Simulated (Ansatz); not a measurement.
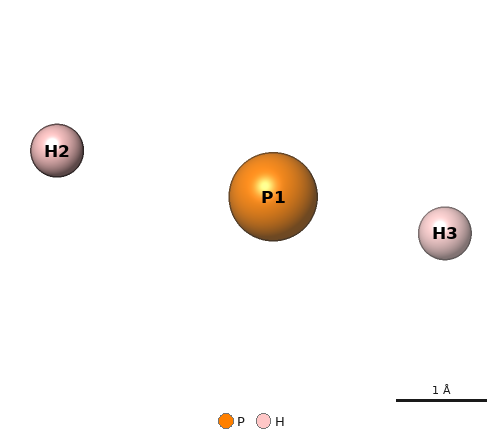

Simulated data, not a measurement (program: Ansatz).

Orthographic view. Atoms fade into the background with distance from the viewer. State: neutral, quartet. Geometry: a fixed input geometry, not necessarily a minimum.

Give the distance matrix in Å.

```tsv
atom	P1	H2	H3
P1	0.00		
H2	2.66	0.00	
H3	2.12	4.78	0.00
```

The spin state was imposed, and no run here compares it with a lower spin, which may lie lower.
